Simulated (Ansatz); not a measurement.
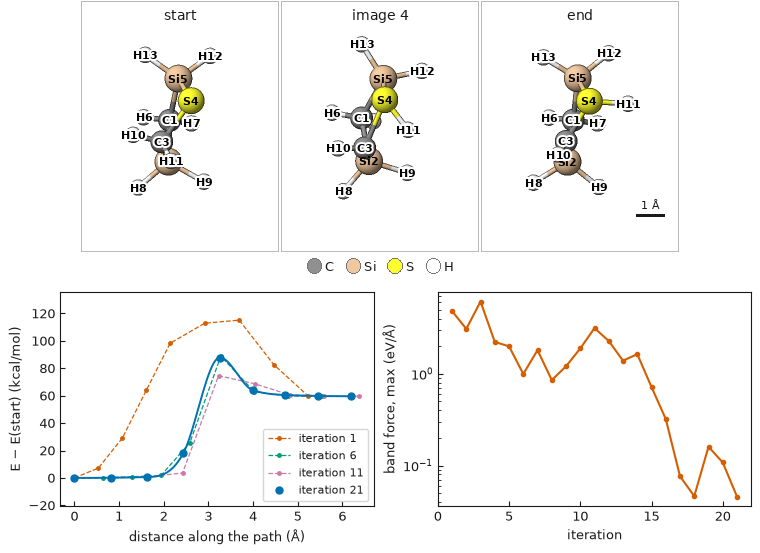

A nudged-elastic-band calculation for C$_{2}$H$_{8}$SSi$_{2}$. Images are numbered from 0 (start) to 8 (end). The plot follows the band through its iterations. A ball-and-stick model, seen from a free direction.

Level of theory: Ansatz, RKS B3LYP-D4/def2-SVP. Run with 7 movable images; climbing image; force threshold 0.05 eV/Å; iteration limit 60; starting path through a guess of the saddle point.

Judge this run.

The result is final at these settings. The band converged in 21 iterations. The largest component of the band force went from 4.8 to 0.046 eV/Å. The climbing image converged on the top of the path. Its vibrational analysis gives one imaginary mode (1340i cm⁻¹), as a transition state must have. The first iteration put the highest image at 115.1 kcal/mol. The highest point, image 4, lies 87.9 kcal/mol above the start and 28.3 kcal/mol above the end; the end is at +59.6 kcal/mol relative to the start.

The run took 3.8 min on 2 threads of AMD EPYC 9B45 (Zen 5) (shared host), peak memory 0.32 GiB.
